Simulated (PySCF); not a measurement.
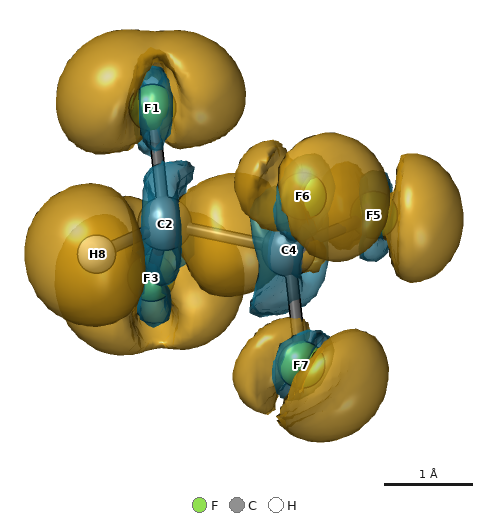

Figure 1: C₂HF₅, SMILES `FC(F)C(F)(F)F`. Fukui function f⁻ = ρ(N) − ρ(N−1) at fixed geometry, surfaces at ±0.02 e/Å³ (yellow positive, teal negative).

PySCF calculation, PBE/def2-TZVP, gas phase; geometry: GFN2-xTB. No frequency check shows the geometry to be a minimum.

Which atoms respond most to the removal of an electron?

Answer. f⁻ (Hirshfeld-condensed) is largest on F1 and F3 (0.17 each), F5 (0.12) and F6 and F7 (0.12 each); the vertical ionisation energy is 12.28 eV (the stability of the cation's solution wasn't checked). Condensed values hint at sites of electrophilic attack but needn't mark the atom that reacts. Orbital relaxation makes it negative in places (0.15 e in all).

| atom | f⁻ | charge |
| --- | --- | --- |
| F1 | +0.17 | −0.08 |
| C2 | +0.11 | +0.12 |
| F3 | +0.17 | −0.08 |
| C4 | +0.08 | +0.22 |
| F5 | +0.12 | −0.07 |
| F6 | +0.12 | −0.08 |
| F7 | +0.12 | −0.08 |
| H8 | +0.11 | +0.06 |
